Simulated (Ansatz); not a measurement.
## Si2H7Cl3O: geometry relaxation (part 4 of 4)

Continued. System: Si2H7Cl3O. Method: RKS PBE0-D4/def2-TZVP (Ansatz 0.2.0). The geometry is a transition state displaced along its imaginary mode. The reaction was set up to form Si1–Cl7, H6–O9 and Si2–H8 and to break Si1–Si2, H6–Cl7 and H8–O9 (atoms counted from 1 in the order of the input); sticks are drawn by distance alone.

Geometry of the input (Å):
```
Si -1.3992  -0.1767  0.0013
Si 0.8466  0.4185  -1.1592
Cl -1.4231  -1.4873  -1.7243
Cl -2.9012  1.0475  -0.6778
H  -1.6734  -1.1970  0.9987
H  0.6023  -0.1189  2.0091
Cl -0.8377  1.3499  1.5559
H  0.4717  -0.4007  0.1505
O  1.0883  -0.8202  1.6648
H  1.8385  1.2684  -0.4708
H  -0.0734  1.2962  -1.9489
H  1.4521  -0.6264  -1.9984
H  2.0085  -0.5533  1.5992
```

### Trajectory as extended XYZ, continued
```
13
Properties=species:S:1:pos:R:3:forces:R:3 step=44 energy=-55469.84556
Si   -2.2735   -0.2304    0.5886    0.0351  -0.0163   0.0031
Si    1.8988    0.7434   -1.5741    0.0056   0.0411  -0.0446
Cl   -1.2960   -1.2619   -0.8751   -0.0182  -0.0042  -0.0170
Cl   -4.1563    0.1579   -0.0911    0.0165   0.0014   0.0040
H    -2.3714   -1.0146    1.8205   -0.0122   0.0094  -0.0073
H     0.8012   -0.2558    2.1240   -0.0372  -0.0782  -0.0253
Cl   -1.3495    1.5574    0.9039   -0.0263   0.0145   0.0025
H     1.7981    0.3157   -0.1551   -0.0017   0.0055   0.0026
O     0.3103   -1.0756    2.0096    0.0710   0.0168  -0.0042
H     3.1023    1.6060   -1.7283   -0.0513  -0.0370   0.0005
H     0.6799    1.5018   -1.9568    0.0603  -0.0358   0.0235
H     2.0418   -0.4625   -2.4312   -0.0114   0.0275   0.0182
H     0.8144   -1.5813    1.3652   -0.0303   0.0553   0.0442
13
Properties=species:S:1:pos:R:3:forces:R:3 step=45 energy=-55469.84730
Si   -2.2696   -0.2361    0.5858    0.0014   0.0032   0.0048
Si    1.9017    0.7421   -1.5695    0.0023   0.0017  -0.0013
Cl   -1.2847   -1.2585   -0.8794   -0.0022   0.0022  -0.0024
Cl   -4.1505    0.1470   -0.1005    0.0011  -0.0016  -0.0028
H    -2.3714   -1.0223    1.8155   -0.0003  -0.0031  -0.0031
H     0.7847   -0.2457    2.1170   -0.0007  -0.0026   0.0015
Cl   -1.3619    1.5582    0.9128   -0.0030  -0.0009  -0.0020
H     1.8274    0.3241   -0.1453    0.0029   0.0035  -0.0015
O     0.3195   -1.0811    2.0235    0.0027   0.0003   0.0000
H     3.1113    1.5831   -1.7583   -0.0022  -0.0058  -0.0008
H     0.6885    1.5159   -1.9233    0.0013   0.0019   0.0024
H     2.0021   -0.4688   -2.4224   -0.0053  -0.0007   0.0022
H     0.8031   -1.5578    1.3439    0.0019   0.0018   0.0031
13
Properties=species:S:1:pos:R:3:forces:R:3 step=46 energy=-55469.84817
Si   -2.2690   -0.2462    0.5749    0.0015   0.0070  -0.0105
Si    1.8989    0.7409   -1.5594    0.0206  -0.0145  -0.0226
Cl   -1.2630   -1.2414   -0.8954   -0.0020   0.0072   0.0106
Cl   -4.1501    0.1177   -0.1214   -0.0028  -0.0002   0.0009
H    -2.3687   -1.0458    1.7960    0.0042  -0.0007  -0.0016
H     0.7754   -0.2338    2.1359   -0.0059   0.0013   0.0086
Cl   -1.3881    1.5580    0.9229   -0.0025  -0.0154  -0.0010
H     1.8641    0.3531   -0.1236    0.0082  -0.0003  -0.0251
O     0.3259   -1.0750    2.0197    0.0362  -0.0166  -0.0462
H     3.1460    1.5137   -1.8137   -0.0636  -0.0377   0.0049
H     0.7104    1.5732   -1.8698    0.0353  -0.0137  -0.0031
H     1.8960   -0.4909   -2.3951    0.0002   0.0665   0.0454
H     0.8221   -1.5236    1.3288   -0.0295   0.0171   0.0398
13
Properties=species:S:1:pos:R:3:forces:R:3 step=47 energy=-55469.84868
Si   -2.2712   -0.2479    0.5694   -0.0088   0.0070  -0.0069
Si    1.8987    0.7410   -1.5587    0.0017   0.0006  -0.0176
Cl   -1.2658   -1.2390   -0.9036    0.0062   0.0077   0.0131
Cl   -4.1544    0.1120   -0.1233   -0.0070  -0.0013  -0.0005
H    -2.3672   -1.0495    1.7895    0.0063  -0.0014  -0.0012
H     0.7791   -0.2344    2.1536   -0.0267  -0.0350  -0.0001
Cl   -1.3965    1.5585    0.9190    0.0056  -0.0137  -0.0008
H     1.8729    0.3525   -0.1240    0.0004   0.0001  -0.0058
O     0.3268   -1.0728    2.0225    0.0584   0.0149  -0.0474
H     3.1500    1.4981   -1.8242   -0.0211  -0.0132   0.0014
H     0.7200    1.5880   -1.8631    0.0196  -0.0104   0.0047
H     1.8753   -0.4878   -2.3934   -0.0005   0.0224   0.0171
H     0.8324   -1.5185    1.3363   -0.0341   0.0223   0.0441
13
Properties=species:S:1:pos:R:3:forces:R:3 step=48 energy=-55469.84895
Si   -2.2733   -0.2503    0.5662    0.0013  -0.0056   0.0023
Si    1.9007    0.7405   -1.5576   -0.0034  -0.0071  -0.0020
Cl   -1.2586   -1.2331   -0.9054   -0.0066   0.0032  -0.0009
Cl   -4.1583    0.1041   -0.1244    0.0059  -0.0014  -0.0022
H    -2.3641   -1.0550    1.7846   -0.0035  -0.0020  -0.0001
H     0.7642   -0.2297    2.1591   -0.0229  -0.0263   0.0041
Cl   -1.4010    1.5558    0.9211    0.0002   0.0036   0.0004
H     1.8873    0.3551   -0.1219    0.0037   0.0000  -0.0049
O     0.3237   -1.0730    2.0204    0.0616   0.0124  -0.0437
H     3.1562    1.4805   -1.8422    0.0049  -0.0011   0.0018
H     0.7310    1.6022   -1.8481   -0.0049   0.0040  -0.0006
H     1.8501   -0.4880   -2.3894    0.0004   0.0035   0.0055
H     0.8419   -1.5091    1.3375   -0.0366   0.0169   0.0402
13
Properties=species:S:1:pos:R:3:forces:R:3 step=49 energy=-55469.84907
Si   -2.2761   -0.2536    0.5650    0.0026  -0.0031  -0.0049
Si    1.9022    0.7400   -1.5566    0.0009  -0.0114   0.0024
Cl   -1.2592   -1.2298   -0.9091   -0.0008  -0.0001   0.0008
Cl   -4.1605    0.0984   -0.1282    0.0005   0.0014   0.0008
H    -2.3676   -1.0622    1.7808   -0.0001  -0.0013   0.0022
H     0.7622   -0.2253    2.1650   -0.0204  -0.0185   0.0050
Cl   -1.4075    1.5534    0.9249   -0.0020   0.0026   0.0018
H     1.8991    0.3566   -0.1201    0.0020   0.0002  -0.0051
O     0.3255   -1.0689    2.0181    0.0524   0.0083  -0.0385
H     3.1633    1.4652   -1.8538    0.0032   0.0005   0.0004
H     0.7391    1.6141   -1.8361   -0.0056   0.0048  -0.0021
H     1.8303   -0.4893   -2.3855    0.0002   0.0050   0.0040
H     0.8491   -1.4986    1.3355   -0.0327   0.0116   0.0331
13
Properties=species:S:1:pos:R:3:forces:R:3 step=50 energy=-55469.84913
Si   -2.2775   -0.2572    0.5641   -0.0012  -0.0018   0.0002
Si    1.9040    0.7390   -1.5560    0.0046  -0.0064   0.0007
Cl   -1.2577   -1.2275   -0.9118   -0.0001   0.0016   0.0005
Cl   -4.1621    0.0936   -0.1292   -0.0023  -0.0012  -0.0011
H    -2.3684   -1.0691    1.7777    0.0010  -0.0006   0.0005
H     0.7544   -0.2197    2.1699   -0.0144  -0.0121   0.0044
Cl   -1.4151    1.5516    0.9298    0.0030   0.0020   0.0006
H     1.9103    0.3559   -0.1196   -0.0012   0.0002  -0.0020
O     0.3258   -1.0659    2.0154    0.0331   0.0096  -0.0225
H     3.1707    1.4507   -1.8637   -0.0026  -0.0001  -0.0002
H     0.7475    1.6254   -1.8257   -0.0001   0.0002  -0.0005
H     1.8127   -0.4899   -2.3834   -0.0002   0.0051   0.0017
H     0.8553   -1.4867    1.3323   -0.0197   0.0036   0.0177
13
Properties=species:S:1:pos:R:3:forces:R:3 step=51 energy=-55469.84916
Si   -2.2787   -0.2586    0.5650    0.0022  -0.0021  -0.0009
Si    1.9059    0.7375   -1.5563    0.0007   0.0028  -0.0021
Cl   -1.2590   -1.2252   -0.9131    0.0028  -0.0008  -0.0014
Cl   -4.1637    0.0906   -0.1283   -0.0020   0.0014   0.0024
H    -2.3682   -1.0728    1.7773   -0.0007   0.0017  -0.0003
H     0.7502   -0.2168    2.1742   -0.0077  -0.0051   0.0026
Cl   -1.4170    1.5504    0.9330   -0.0025   0.0014  -0.0001
H     1.9140    0.3518   -0.1208   -0.0013  -0.0003   0.0010
O     0.3245   -1.0629    2.0124    0.0117   0.0079  -0.0026
H     3.1739    1.4464   -1.8654   -0.0019  -0.0006   0.0003
H     0.7513    1.6279   -1.8224    0.0027  -0.0025   0.0016
H     1.8092   -0.4891   -2.3858    0.0001  -0.0004  -0.0013
H     0.8576   -1.4791    1.3300   -0.0042  -0.0035   0.0006
13
Properties=species:S:1:pos:R:3:forces:R:3 step=52 energy=-55469.84918
Si   -2.2789   -0.2590    0.5652   -0.0017   0.0004  -0.0004
Si    1.9072    0.7363   -1.5570   -0.0025   0.0064  -0.0023
Cl   -1.2584   -1.2230   -0.9140    0.0013  -0.0007   0.0000
Cl   -4.1649    0.0891   -0.1262   -0.0004  -0.0001   0.0010
H    -2.3674   -1.0738    1.7772    0.0009   0.0011  -0.0011
H     0.7448   -0.2155    2.1775   -0.0017  -0.0014   0.0013
Cl   -1.4195    1.5510    0.9338   -0.0002  -0.0006   0.0007
H     1.9151    0.3479   -0.1222   -0.0001  -0.0011   0.0020
O     0.3253   -1.0640    2.0132   -0.0027   0.0072   0.0053
H     3.1752    1.4452   -1.8654    0.0004  -0.0005   0.0009
H     0.7531    1.6278   -1.8209    0.0019  -0.0020   0.0014
H     1.8093   -0.4884   -2.3890    0.0003  -0.0034  -0.0022
H     0.8590   -1.4737    1.3277    0.0043  -0.0051  -0.0067
13
Properties=species:S:1:pos:R:3:forces:R:3 step=53 energy=-55469.84919
Si   -2.2794   -0.2589    0.5652   -0.0003   0.0024   0.0030
Si    1.9078    0.7352   -1.5578   -0.0029   0.0053   0.0000
Cl   -1.2585   -1.2221   -0.9144   -0.0013   0.0004   0.0000
Cl   -4.1662    0.0886   -0.1244    0.0010  -0.0013  -0.0010
H    -2.3668   -1.0738    1.7772    0.0006  -0.0002  -0.0014
H     0.7444   -0.2156    2.1815    0.0014   0.0012  -0.0002
Cl   -1.4210    1.5516    0.9343   -0.0002  -0.0011  -0.0008
H     1.9143    0.3440   -0.1238    0.0004  -0.0011   0.0017
O     0.3249   -1.0630    2.0121   -0.0078   0.0024   0.0081
H     3.1755    1.4459   -1.8630    0.0009   0.0000   0.0003
H     0.7532    1.6263   -1.8208    0.0014  -0.0012   0.0004
H     1.8119   -0.4878   -2.3924    0.0001  -0.0033  -0.0025
H     0.8599   -1.4704    1.3263    0.0065  -0.0033  -0.0076
13
Properties=species:S:1:pos:R:3:forces:R:3 step=54 energy=-55469.84919
Si   -2.2797   -0.2585    0.5654   -0.0008   0.0012   0.0017
Si    1.9083    0.7341   -1.5585   -0.0015   0.0019   0.0014
Cl   -1.2591   -1.2204   -0.9151    0.0000   0.0007   0.0002
Cl   -4.1672    0.0869   -0.1232    0.0010  -0.0002  -0.0003
H    -2.3654   -1.0741    1.7770    0.0001   0.0003  -0.0005
H     0.7428   -0.2154    2.1860    0.0037   0.0012  -0.0019
Cl   -1.4228    1.5527    0.9347   -0.0004  -0.0023  -0.0010
H     1.9139    0.3393   -0.1254    0.0003  -0.0008   0.0007
O     0.3250   -1.0627    2.0119   -0.0085  -0.0018   0.0055
H     3.1761    1.4457   -1.8609    0.0008   0.0005  -0.0001
H     0.7536    1.6254   -1.8200    0.0005  -0.0001  -0.0003
H     1.8134   -0.4870   -2.3962   -0.0003  -0.0017  -0.0016
H     0.8609   -1.4659    1.3242    0.0051   0.0011  -0.0036
13
Properties=species:S:1:pos:R:3:forces:R:3 step=55 energy=-55469.84920
Si   -2.2803   -0.2587    0.5655    0.0008   0.0020  -0.0006
Si    1.9086    0.7331   -1.5588    0.0003  -0.0011   0.0010
Cl   -1.2589   -1.2190   -0.9156   -0.0004  -0.0006   0.0000
Cl   -4.1681    0.0855   -0.1229    0.0005  -0.0006   0.0001
H    -2.3650   -1.0747    1.7768   -0.0004   0.0000   0.0001
H     0.7420   -0.2150    2.1903    0.0032  -0.0013  -0.0033
Cl   -1.4245    1.5529    0.9347   -0.0004  -0.0010   0.0003
H     1.9144    0.3353   -0.1264    0.0000  -0.0001  -0.0007
O     0.3253   -1.0619    2.0113   -0.0045  -0.0038   0.0014
H     3.1770    1.4443   -1.8599   -0.0001   0.0003  -0.0002
H     0.7545    1.6258   -1.8182    0.0001   0.0002  -0.0002
H     1.8127   -0.4864   -2.3990   -0.0004   0.0006   0.0000
H     0.8624   -1.4611    1.3221    0.0013   0.0054   0.0021
13
Properties=species:S:1:pos:R:3:forces:R:3 step=56 energy=-55469.84920
Si   -2.2805   -0.2589    0.5654    0.0004   0.0003  -0.0005
Si    1.9087    0.7327   -1.5588    0.0012  -0.0022  -0.0001
Cl   -1.2590   -1.2190   -0.9157    0.0003  -0.0003   0.0001
Cl   -4.1683    0.0847   -0.1231   -0.0001   0.0002   0.0001
H    -2.3650   -1.0750    1.7766   -0.0002   0.0000   0.0005
H     0.7415   -0.2148    2.1927    0.0021  -0.0026  -0.0033
Cl   -1.4251    1.5529    0.9348   -0.0003  -0.0003  -0.0001
H     1.9149    0.3332   -0.1269   -0.0003   0.0003  -0.0012
O     0.3254   -1.0614    2.0112   -0.0014  -0.0035  -0.0010
H     3.1775    1.4433   -1.8597   -0.0006   0.0000   0.0000
H     0.7552    1.6265   -1.8169   -0.0001   0.0002   0.0002
H     1.8116   -0.4859   -2.4004   -0.0002   0.0018   0.0009
H     0.8630   -1.4582    1.3208   -0.0007   0.0062   0.0044
13
Properties=species:S:1:pos:R:3:forces:R:3 step=57 energy=-55469.84920
Si   -2.2807   -0.2593    0.5653    0.0002  -0.0016  -0.0009
Si    1.9090    0.7320   -1.5591    0.0012  -0.0025  -0.0015
Cl   -1.2586   -1.2191   -0.9156    0.0005  -0.0003  -0.0001
Cl   -4.1685    0.0833   -0.1236   -0.0007   0.0006   0.0000
H    -2.3652   -1.0754    1.7765   -0.0001   0.0000   0.0007
H     0.7400   -0.2145    2.1967    0.0000  -0.0040  -0.0025
Cl   -1.4262    1.5528    0.9348    0.0003   0.0013   0.0001
H     1.9159    0.3298   -0.1279   -0.0003   0.0005  -0.0014
O     0.3255   -1.0610    2.0110    0.0026  -0.0013  -0.0027
H     3.1786    1.4414   -1.8598   -0.0010  -0.0006   0.0003
H     0.7566    1.6281   -1.8144   -0.0001   0.0000   0.0006
H     1.8091   -0.4848   -2.4030    0.0002   0.0028   0.0018
H     0.8645   -1.4532    1.3190   -0.0027   0.0052   0.0054
13
Properties=species:S:1:pos:R:3:forces:R:3 step=58 energy=-55469.84921
Si   -2.2807   -0.2598    0.5651   -0.0009  -0.0014  -0.0003
Si    1.9093    0.7313   -1.5597    0.0007  -0.0019  -0.0018
Cl   -1.2581   -1.2195   -0.9155    0.0005  -0.0001   0.0004
Cl   -4.1686    0.0822   -0.1240   -0.0008   0.0002  -0.0004
H    -2.3653   -1.0757    1.7765    0.0002  -0.0003   0.0003
H     0.7383   -0.2143    2.2015   -0.0019  -0.0045  -0.0013
Cl   -1.4270    1.5526    0.9345    0.0011   0.0017   0.0001
H     1.9169    0.3259   -0.1294   -0.0002   0.0003  -0.0010
O     0.3255   -1.0608    2.0115    0.0050   0.0013  -0.0036
H     3.1796    1.4398   -1.8599   -0.0010  -0.0007   0.0003
H     0.7579    1.6296   -1.8118    0.0001  -0.0002   0.0005
H     1.8069   -0.4833   -2.4063    0.0003   0.0026   0.0017
H     0.8653   -1.4479    1.3173   -0.0032   0.0030   0.0049
13
Properties=species:S:1:pos:R:3:forces:R:3 step=59 energy=-55469.84921
Si   -2.2810   -0.2601    0.5651    0.0014  -0.0030   0.0000
Si    1.9096    0.7307   -1.5605   -0.0006  -0.0005  -0.0007
Cl   -1.2574   -1.2202   -0.9146   -0.0005   0.0002  -0.0008
Cl   -4.1687    0.0808   -0.1248    0.0004   0.0010   0.0001
H    -2.3655   -1.0756    1.7768   -0.0006   0.0005   0.0003
H     0.7360   -0.2146    2.2068   -0.0036  -0.0041   0.0002
Cl   -1.4274    1.5526    0.9341   -0.0009   0.0015  -0.0002
H     1.9178    0.3215   -0.1314    0.0002   0.0000  -0.0002
O     0.3248   -1.0605    2.0111    0.0074   0.0040  -0.0022
H     3.1804    1.4384   -1.8598   -0.0004  -0.0003   0.0001
H     0.7591    1.6312   -1.8090    0.0005  -0.0003   0.0001
H     1.8049   -0.4814   -2.4103    0.0002   0.0012   0.0006
H     0.8674   -1.4428    1.3164   -0.0036   0.0000   0.0027
13
Properties=species:S:1:pos:R:3:forces:R:3 step=60 energy=-55469.84921
Si   -2.2807   -0.2601    0.5650   -0.0006  -0.0004  -0.0012
Si    1.9094    0.7307   -1.5608   -0.0004   0.0001  -0.0002
Cl   -1.2572   -1.2203   -0.9146    0.0002   0.0001   0.0004
Cl   -4.1684    0.0810   -0.1251    0.0000   0.0000   0.0002
H    -2.3655   -1.0754    1.7769    0.0002   0.0004   0.0001
H     0.7354   -0.2146    2.2074   -0.0026  -0.0031   0.0004
Cl   -1.4276    1.5529    0.9336    0.0005  -0.0005   0.0004
H     1.9178    0.3207   -0.1319    0.0000  -0.0001   0.0001
O     0.3253   -1.0612    2.0123    0.0049   0.0039  -0.0022
H     3.1803    1.4385   -1.8598    0.0001   0.0002   0.0000
H     0.7589    1.6313   -1.8086    0.0003  -0.0002   0.0001
H     1.8049   -0.4809   -2.4112   -0.0001   0.0001   0.0000
H     0.8673   -1.4426    1.3167   -0.0025  -0.0004   0.0018
```

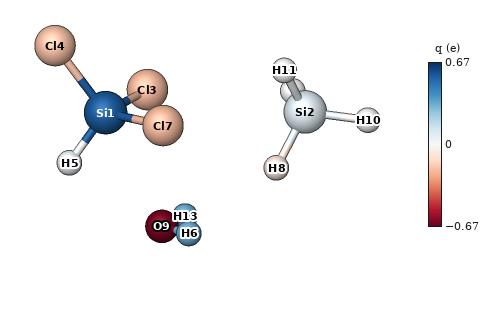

Mulliken charges, as the colour of each atom (ball-and-stick view, seen at a tilt; atoms are numbered from 1 in the order of the input; Mulliken charges depend strongly on the basis). By element: Si +0.08 to +0.56, Cl −0.21 to −0.19, H −0.08 to +0.33 and O −0.64 e.

### Summary

```json
{"quantity": "outcome", "value": "converged"}
{"quantity": "total energy", "value": "−55469.8492 eV"}
{"quantity": "mean-field energy", "value": "−55469.5171 eV"}
{"quantity": "dispersion energy", "value": "−0.3321 eV"}
{"quantity": "SCF solution under orbital rotations", "value": "stable"}
{"quantity": "largest force (length of the vector) at the end", "value": "0.007 eV/Å"}
{"quantity": "dipole moment", "value": "1.79 D"}
{"quantity": "hardware", "value": "4 CPU threads, shared host"}
{"quantity": "wall time", "value": "2.2 min (CPU time 3.2 min)"}
{"quantity": "peak memory", "value": "0.94 GiB"}
```
